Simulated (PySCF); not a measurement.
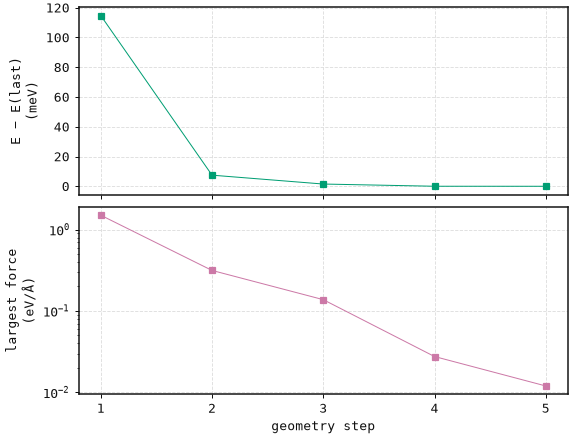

History of a geometry optimisation.

The run: F$_{2}$O, by PySCF, PBE0-D3(BJ)/def2-SVP, geometry optimisation.

Question: How did the optimisation end?

Answer: The optimisation met its thresholds at geometry 5, counting the start as the first. The energy fell by about 110 meV from the first step to the last. The largest force goes from about 1.5 eV/Å at the start to 0.012 eV/Å at the end.
